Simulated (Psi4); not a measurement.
**TPSSh/6-311+G(d,p) run of H2S3**

What is the vertical ionisation energy of H2S3 at TPSSh/6-311+G**? 

The calculation is run with Psi4 1.11.

1 further run of the same task is left out (set aside as unsound or not needed).

### Step 1. The structure to begin with

The species is H2S3 (5 atoms), meant as a singlet with charge 0. The shape is that of a GFN2-xTB optimisation.

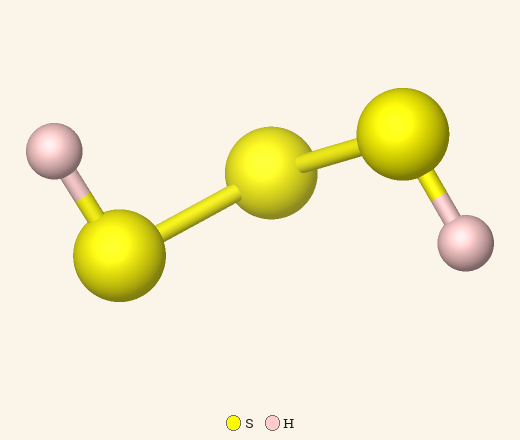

The structure, seen from a chosen angle (sulfur yellow, hydrogen pink).

### Step 2. Energy and gradient at TPSSh/6-311+G(d,p)

Input file h2s3.py:

```python
import psi4

psi4.set_memory(1600000000)
psi4.set_num_threads(1)
psi4.core.set_output_file('psi4.out', False)

mol = psi4.geometry("""
0 1
S      1.17890564     0.26165148     2.92142210
S      0.33586102     1.80117356    -0.53324292
S     -1.30513935    -0.95066452    -2.71317428
H      3.50536637    -0.57260591     2.38662961
H     -3.71499369    -0.53955460    -2.06165341
units bohr
symmetry c1
no_reorient
no_com
""")

psi4.set_options({
    'basis': '6-311+G**',
    'reference': 'rks',
    'puream': True,
    'e_convergence': 1e-09,
    'd_convergence': 1e-08,
    'scf_type': 'pk',
    'dft_radial_points': 99,
    'dft_spherical_points': 590,
})

e_tot, wfn = psi4.gradient("TPSSH", return_wfn=True)
psi4.oeprop(wfn, "QUADRUPOLE", "MAYER_INDICES", "DIPOLE", title="TPSSH")
print('gradient / Eh bohr^-1')
print(e_tot.np.round(6))
print(f'energy = {wfn.energy():.10f} Eh')
```

Launch:

```
$ python h2s3.py
```

psi4.out:

```text
[...]
  Running in c1 symmetry.
[...]
  Nuclear repulsion =  196.741845758846210
[...]
  Multiplicity = 1
[...]
  Nalpha       = 25
  Nbeta        = 25
[...]
    Number of basis functions: 102
[...]
   @RKS iter   1: -1195.77697245979857   -4.81554e-02   6.13420e-03 DIIS/ADIIS
[...]
   @RKS iter  10: -1195.85326477509147   -6.36646e-12   8.09002e-09 DIIS
[...]
    Orbital Energies [Eh]
    ---------------------
    Doubly Occupied:
       1A    -88.761925     2A    -88.743016     3A    -88.742982
       4A     -7.914071     5A     -7.897758     6A     -7.897716
       7A     -5.866778     8A     -5.862275     9A     -5.852770
      10A     -5.849623    11A     -5.849603    12A     -5.845046
      13A     -5.845026    14A     -5.837889    15A     -5.837870
      16A     -0.825892    17A     -0.740792    18A     -0.623376
      19A     -0.463556    20A     -0.409617    21A     -0.385488
      22A     -0.360131    23A     -0.267230    24A     -0.261707
      25A     -0.256634
[...]
  @RKS Final Energy: -1195.85326477509147
   => Energetics <=
    Nuclear Repulsion Energy =            196.7418457588462104
    One-Electron Energy =               -2042.9311838093362894
    Two-Electron Energy =                 720.6609651532600083
    DFT Exchange-Correlation Energy =     -70.3248918778614609
    Empirical Dispersion Energy =           0.0000000000000000
    VV10 Nonlocal Energy =                  0.0000000000000000
    Total Energy =                      -1195.8532647750914748
[...]
  -Total Gradient:
     Atom            X                  Y                   Z
    ------   -----------------  -----------------  -----------------
       1        0.002471644406     0.001871992252    -0.015139140056
       2       -0.002792371932    -0.014844940804     0.004458981675
       3        0.000144193988     0.010185015694     0.011429479092
       4       -0.006455156746     0.003049121990     0.001063989042
       5        0.006631560403    -0.000260978406    -0.001813422854
[...]
 Multipole Moments:
 ------------------------------------------------------------------------------------
     Multipole            Electronic (a.u.)      Nuclear  (a.u.)        Total (a.u.)
 ------------------------------------------------------------------------------------
 L = 1.  Multiply by 2.5417464519 to convert [e a0] to [Debye]
 Dipole X            :         -3.1859680            3.1444096           -0.0415584
 Dipole Y            :        -16.9020329           16.6824078           -0.2196251
 Dipole Z            :          4.9391766           -4.8749454            0.0642312
 Magnitude           :                                                    0.2325682
 L = 2.  Multiply by 1.3450342976 to convert [e a0^2] to [Debye ang]
 Quadrupole XX       :       -103.1175996           77.3849292          -25.7326704
 Quadrupole XY       :        -35.0159500           34.4637455           -0.5522044
[...]
```

The script printed:

```text
gradient / Eh bohr^-1
[[ 0.002472  0.001872 -0.015139]
 [-0.002792 -0.014845  0.004459]
 [ 0.000144  0.010185  0.011429]
 [-0.006455  0.003049  0.001064]
 [ 0.006632 -0.000261 -0.001813]]
energy = -1195.8532647751 Eh
```

It took 42 s on 1 thread of Intel Xeon Platinum 8259CL at 2.50GHz (Skylake/Cascade Lake), shared host; peak memory 0.72 GiB.

### Step 3. The doublet cation: a single-point energy at UTPSSh/6-311+G(d,p)

Input file job.dat:

```
memory 1600 mb

molecule system {
  1 2
  S      0.623850     0.138460     1.545950
  S      0.177730     0.953140    -0.282180
  S     -0.690650    -0.503070    -1.435750
  H      1.854960    -0.303010     1.262950
  H     -1.965890    -0.285520    -1.090980
  units angstrom
  symmetry c1
  no_reorient
  no_com
}

set globals {
  basis 6-311+G**
  reference uks
  puream true
  e_convergence 1e-09
  d_convergence 1e-08
  scf_type pk
  dft_radial_points 99
  dft_spherical_points 590
  maxiter 200
}

e_tot, wfn = energy('tpssh', return_wfn=True)
oeprop(wfn, 'MAYER_INDICES', 'LOWDIN_CHARGES', 'DIPOLE', title='TPSSH')
```

Launch:

```
$ psi4 -i job.dat -o job.out -n 1
```

job.out:

```text
[...]
  Running in c1 symmetry.
[...]
  Nuclear repulsion =  196.741845558315958
[...]
  Multiplicity = 2
[...]
  Nalpha       = 25
  Nbeta        = 24
[...]
    Number of basis functions: 102
[...]
   @UKS iter   1: -1195.42638341649445    3.02434e-01   5.75375e-03 ADIIS/DIIS
[...]
   @UKS iter  18: -1195.50094502501088   -3.86535e-12   7.21981e-09 DIIS
[...]
   @S^2 Observed:                7.554419045E-01
[...]
    Orbital Energies [Eh]
    ---------------------
    Alpha Occupied:
       1A    -89.012509     2A    -88.998821     3A    -88.998113
       4A     -8.163261     5A     -8.151486     6A     -8.150809
       7A     -6.114853     8A     -6.110029     9A     -6.105676
      10A     -6.103353    11A     -6.102724    12A     -6.098757
      13A     -6.098068    14A     -6.093646    15A     -6.092907
      16A     -1.072785    17A     -0.985874    18A     -0.865009
      19A     -0.698237    20A     -0.641000    21A     -0.621565
      22A     -0.601975    23A     -0.508960    24A     -0.503017
      25A     -0.500381
    Alpha Virtual:
[...]
  @UKS Final Energy: -1195.50094502501088
   => Energetics <=
    Nuclear Repulsion Energy =            196.7418455583159584
    One-Electron Energy =               -2030.6975749865164289
    Two-Electron Energy =                 708.4906899729877523
    DFT Exchange-Correlation Energy =     -70.0359055697983734
    Empirical Dispersion Energy =           0.0000000000000000
    VV10 Nonlocal Energy =                  0.0000000000000000
    Total Energy =                      -1195.5009450250111058
[...]
 Multipole Moments:
 ------------------------------------------------------------------------------------
     Multipole            Electronic (a.u.)      Nuclear  (a.u.)        Total (a.u.)
 ------------------------------------------------------------------------------------
 L = 1.  Multiply by 2.5417464519 to convert [e a0] to [Debye]
 Dipole X            :         -3.1348676            3.1444098            0.0095422
 Dipole Y            :        -16.6178615           16.6824077            0.0645463
 Dipole Z            :          4.8490051           -4.8749454           -0.0259403
 Magnitude           :                                                    0.0702152
[...]
```

Run time: 85 s. Hardware: 1 thread of Intel Xeon Platinum 8259CL at 2.50GHz (Skylake/Cascade Lake), shared host; peak memory 0.73 GiB.

### Step 4. Outcome

At TPSSh/6-311+G**:

```
                                          quantity           value
                        singlet H2S3: total energy  -1195.85326 Eh
                       singlet H2S3: dipole moment          0.59 D
                         singlet H2S3: HOMO energy        -6.98 eV
                         singlet H2S3: LUMO energy        -1.95 eV
                       singlet H2S3: HOMO–LUMO gap         5.03 eV
            singlet H2S3: largest force on an atom      0.810 eV/Å
                      doublet cation: total energy  -1195.50095 Eh
doublet cation: HOMO energy (highest over α and β)       -13.09 eV
 doublet cation: LUMO energy (lowest over α and β)       -12.21 eV
                              doublet cation: ⟨S²⟩           0.755
vertical ionisation energy (to the doublet cation)        9.587 eV
```

What this shows: The vertical ionisation energy comes to 9.59 eV (221 kcal/mol). The largest force (singlet H2S3) is 0.81 eV/Å: the shape isn't a stationary point for this species at this level. −ε(HOMO) before ionisation, 6.98 eV, is 2.60 eV below this ionisation energy.
